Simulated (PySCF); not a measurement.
System: CoCl (charge +1, quartet).

```yaml
atoms:
  - { symbol: Co, position_ang: [0.0000, 0.0000, -0.7578] }
  - { symbol: Cl, position_ang: [0.0000, 0.0000, 1.2772] }
```

All numbers below come from PBE0/def2-TZVPPD, non-relativistic Hamiltonian with scalar-relativistic core potentials where named, at a bond length of 2.035 Å in PySCF 2.14.0.

Predict the electron density, electron localisation function and spin density between the atoms.

Answer. Co–Cl (2.03 Å): ρ at the midpoint is about 0.87 e/Å³; the ELF peaks at about 0.80 in the valence shell of Cl, 0.8 Å from its nucleus, and is about 0.40 at the midpoint.
The unpaired spin (3 electrons) lies mostly on Co1 (about 2.7) and Cl2 (about 0.3), in electrons by Hirshfeld's partition.

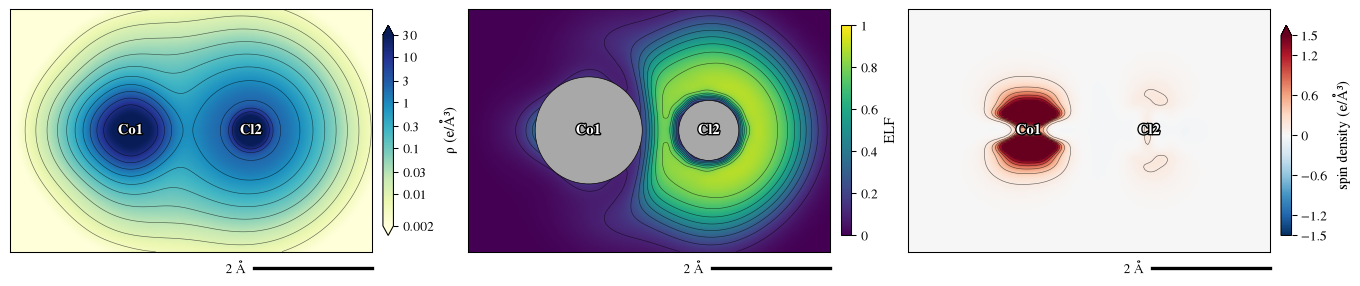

Computed electron density, electron localisation function and spin density on a plane that holds the molecular axis, in this order. Grey discs cover the atomic cores in the ELF map. 
